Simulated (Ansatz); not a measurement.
**singlet C2H3Ge− at 6 levels**

Aim: a comparison of 6 runs (HF/STO-3G, HF/def2-SVPD, B3LYP/6-31G*, BLYP/def2-SVPD, PBE0/def2-SVPD, CCSD(T)/def2-SVPD) of singlet C2H3Ge−. 

Program for the calculation: Ansatz 0.2.0.

55 further runs of the same task are left out: 6 that didn't finish, 49 set aside as unsound or not needed. Runs told in other sessions of the task aren't counted.

**1. The system as given**

C2H3Ge− has 6 atoms, charge -1, and is taken as a singlet. SMILES of the parent species: `[C]#[C][GeH3]`. Geometry: relaxed at PBE0-D4/def2-TZVP. That shape belongs to the parent species and isn't relaxed for this state.

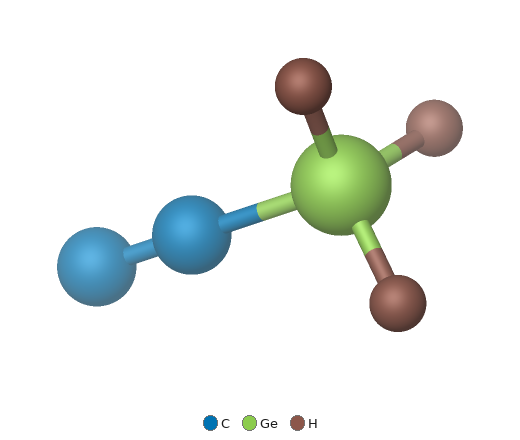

The structure, seen from a chosen angle (carbon blue, germanium green, hydrogen brown).

**2. The energy at HF/STO-3G (run 1)**

Contents of in.yaml:

```yaml
basis:
  gaussian: {orbitals: STO-3G}
crystal:
  periodic: [false, false, false]
  atoms:
    - {symbol: C, position_ang: [1.063000, -1.993700, 1.127200]}
    - {symbol: C, position_ang: [0.554800, -1.039400, 0.581600]}
    - {symbol: Ge, position_ang: [-0.244200, 0.461100, -0.277700]}
    - {symbol: H, position_ang: [-1.482100, -0.028100, -1.035900]}
    - {symbol: H, position_ang: [0.783700, 1.059700, -1.242900]}
    - {symbol: H, position_ang: [-0.633000, 1.476400, 0.801400]}
total_charge: -1
hamiltonian: {xc: hf}
accuracy: high
output: {orbitals: {seedname: orbitals}}
```

Started as:

```sh
$ ansatz run in.yaml --threads 1 --pin off --max-ram 3480MiB --events-out events.jsonl --progress --plain --runs-dir runs
```

The log of the run:

```text
Warning: RAYON_NUM_THREADS=1 ignored (pool sized by the plan → 1); use --threads N
Functional definition: HF
  name "HF"
  exchange = exact_x
  correlation = 0
497 factors; integrals over basis functions are off by at most 3.3e-9 eV
mean field evaluation 1: about -57904.1262 eV, gradient 2.7e1 eV
mean field evaluation 2: about -57904.1390 eV, gradient 2.7e1 eV
mean field evaluation 4: about -57906.5940 eV, gradient 2.4e0 eV
mean field evaluation 8: about -57906.6329 eV, gradient 2.2e-2 eV
mean field -57906.63290413 eV, -2128.0295087013 hartree, gradient 4.3e-8 eV, S^2 0.000000; 0 other end points of the search recorded, 0 dependent functions left out
reference -57906.63290413 eV, -2128.0295087013 hartree; 24, 24 occupied and 7, 7 virtual orbitals, 497 factors
Total energy: -57906.63290413 eV, -2128.0295087013 hartree
```

Wall time 0.28 s (1 thread of Arm Neoverse V1, shared host).

**3. A single-point energy at HF/def2-SVPD (run 2)**

in.yaml, as its differences from that of step 2:

```diff
@@ -1,3 +1 @@
-basis:
-  gaussian: {orbitals: STO-3G}
 crystal:
@@ -11,2 +9,4 @@
     - {symbol: H, position_ang: [-0.633000, 1.476400, 0.801400]}
+basis:
+  gaussian: {orbitals: def2-SVPD}
 total_charge: -1
```

Started as:

```sh
$ ansatz run in.yaml --threads 1 --pin off --max-ram 3480MiB --events-out events.jsonl --progress --plain --runs-dir runs
```

The log of the run:

```text
Warning: RAYON_NUM_THREADS=1 ignored (pool sized by the plan → 1); use --threads N
[... 4 set-up lines as earlier in the session ...]
2014 factors; integrals over basis functions are off by at most 4.5e-9 eV
mean field evaluation 1: about -58568.0371 eV, gradient 2.6e1 eV
mean field evaluation 2: about -58568.1009 eV, gradient 2.6e1 eV
mean field evaluation 4: about -58570.5687 eV, gradient 3.3e0 eV
mean field evaluation 8: about -58570.6294 eV, gradient 1.2e-1 eV
mean field evaluation 16: about -58570.6295 eV, gradient 1.5e-8 eV
mean field -58570.62949726 eV, -2152.4309334257 hartree, gradient 1.5e-8 eV, S^2 0.000000; 0 other end points of the search recorded, 0 dependent functions left out
reference -58570.62949726 eV, -2152.4309334257 hartree; 24, 24 occupied and 78, 78 virtual orbitals, 2014 factors
Total energy: -58570.62949726 eV, -2152.4309334257 hartree
```

It took 3.9 s on 1 thread of Arm Neoverse V1, shared host; peak memory 0.29 GiB.

**4. The energy at B3LYP/6-31G(d) (spherical functions) (run 3)**

Contents of molecule.yaml:

```yaml
crystal:
  periodic: [false, false, false]
  atoms:
    - symbol: C
      position_ang: [1.063000, -1.993700, 1.127200]
    - symbol: C
      position_ang: [0.554800, -1.039400, 0.581600]
    - symbol: Ge
      position_ang: [-0.244200, 0.461100, -0.277700]
    - symbol: H
      position_ang: [-1.482100, -0.028100, -1.035900]
    - symbol: H
      position_ang: [0.783700, 1.059700, -1.242900]
    - symbol: H
      position_ang: [-0.633000, 1.476400, 0.801400]
basis:
  gaussian:
    orbitals: 6-31G_st_-spherical.json
total_charge: -1
hamiltonian:
  xc: {name: B3LYP}
accuracy: high
output:
  orbitals: {seedname: orbitals}
```

The basis set 6-31G* is read from a file made from the Basis Set Exchange's data (not shown).

Started as:

```sh
$ ansatz run molecule.yaml --threads 1 --pin off --max-ram 3480MiB --events-out events.jsonl --progress --plain --runs-dir runs
```

The log of the run:

```text
Warning: RAYON_NUM_THREADS=1 ignored (pool sized by the plan → 1); use --threads N
Functional definition: B3LYP
  name "B3LYP"
  parameter a0 = 0.2
  parameter ax = 0.72
  parameter ac = 0.81
  exchange = (1 - a0 - ax)*slater_x + ax*b88_x + a0*exact_x
  correlation = (1 - ac)*vwn_rpa_c + ac*lyp_c
1397 factors; integrals over basis functions are off by at most 4.2e-9 eV
mean field evaluation 1: about -58627.9360 eV, gradient 3.7e1 eV
mean field evaluation 2: about -58595.7215 eV, gradient 1.0e2 eV
mean field evaluation 4: about -58631.0696 eV, gradient 1.1e1 eV
mean field evaluation 8: about -58631.4540 eV, gradient 8.4e-1 eV
mean field evaluation 16: about -58631.4557 eV, gradient 9.0e-6 eV
mean field -58631.45569991 eV, -2154.6662551435 hartree, gradient 7.0e-8 eV, S^2 0.000000; 0 other end points of the search recorded, 0 dependent functions left out
reference -58631.45573928 eV, -2154.6662565903 hartree; 24, 24 occupied and 42, 42 virtual orbitals, 1397 factors
Total energy: -58631.45573928 eV, -2154.6662565903 hartree
```

Wall time 4.8 s (1 thread of Arm Neoverse V1, shared host); peak memory 0.19 GiB.

Runs 4 to 5 aren't shown in full; the table further down has their settings and results.

**5. The energy at CCSD(T)/def2-SVPD (run 6)**

Contents of molecule.yaml:

```yaml
crystal:
  periodic: [false, false, false]
  atoms:
    - {symbol: C, position_ang: [1.063000, -1.993700, 1.127200]}
    - {symbol: C, position_ang: [0.554800, -1.039400, 0.581600]}
    - {symbol: Ge, position_ang: [-0.244200, 0.461100, -0.277700]}
    - {symbol: H, position_ang: [-1.482100, -0.028100, -1.035900]}
    - {symbol: H, position_ang: [0.783700, 1.059700, -1.242900]}
    - {symbol: H, position_ang: [-0.633000, 1.476400, 0.801400]}
basis:
  gaussian: {orbitals: def2-SVPD}
total_charge: -1
correlation: {method: ccsd_t, frozen_orbitals: {C: 1, Ge: 9, H: 0}}
accuracy: high
scf: {omitted_lower_state_checks: [cluster_reference, increment]}
```

Started as:

```sh
$ ansatz run molecule.yaml --threads 1 --pin off --max-ram 3480MiB --events-out events.jsonl --progress --plain --runs-dir runs
```

The log of the run, shortened:

```text
Warning: RAYON_NUM_THREADS=1 ignored (pool sized by the plan → 1); use --threads N
[... 2 set-up lines as earlier in the session ...]
[...]
2014 factors; integrals over basis functions are off by at most 4.5e-9 eV
[...]
mean field -58570.62949726 eV, -2152.4309334257 hartree, gradient 1.5e-8 eV, S^2 0.000000; 0 other end points of the search recorded, 0 dependent functions left out
11 core orbitals not correlated: weight in the atoms' cores, before any rotation towards them, 1.000 or more for the frozen orbitals, at most 0.000 for the correlated occupied ones
reference -58570.62949726 eV, -2152.4309334257 hartree; 13, 13 occupied and 78, 78 virtual orbitals, 2014 factors
second order -13.67860814 eV of doubles, -0.00000000 eV of singles
cycle   1  -13.57685859 eV  change    1.0e-1 eV  update   1.0e-1
[...]
cycle  23  -14.17559245 eV  change    1.2e-9 eV  update   2.3e-9
perturbative correction -0.61935157 eV, -0.0227607504 hartree
Total energy: -58585.42444128 eV, -2152.9746375903 hartree
Checks for a lower state left out: cluster_reference, increment
```

Run time: 38 s. Hardware: 1 thread of Arm Neoverse V1, shared host; peak memory 0.68 GiB.

**6. The series**

```tsv
run	level	frozen core orbitals	energy (Eh)	HOMO energy (eV)	LUMO energy (eV)	HOMO–LUMO gap (eV)	wall time
1	HF/STO-3G	–	-2128.029509	1.15	18.08	16.93	0.28 s
2	HF/def2-SVPD	–	-2152.430933	-3.96	5.27	9.23	3.9 s
3	B3LYP/6-31G* (spherical functions)	–	-2154.666257	0.11	5.47	5.36	4.8 s
4	BLYP/def2-SVPD	–	-2154.634766	0.36	3.16	2.80	7.5 s
5	PBE0/def2-SVPD	–	-2154.250666	-1.07	3.73	4.81	8.7 s
6	CCSD(T)/def2-SVPD	11	-2152.974638	–	–	–	38 s
```

**7. Outcome**

| quantity | value |
| --- | --- |
| run 6: total energy | -2152.97464 Eh |
| run 6: correlation energy (11 core orbitals frozen) | -543.7 mEh |
| run 6: (T) correction | -22.76 mEh |
| run 6: T1 diagnostic | 0.014 |

In words: Over runs 1, 2, 3, 4, 5 the HOMO–LUMO gap runs from 2.80 eV (BLYP/def2-SVPD) to 16.93 eV (HF/STO-3G). The two ends differ in method and basis. The empty levels of an anion lie above zero and hang on the basis. Totals of different functionals can't be ranked against each other. In runs 1, 3, 4 the HOMO lies above zero, from self-interaction, a short basis or an electron that isn't bound. In run 1 the basis is minimal, so the values are rough. All runs together took 63 s, the longest 38 s.
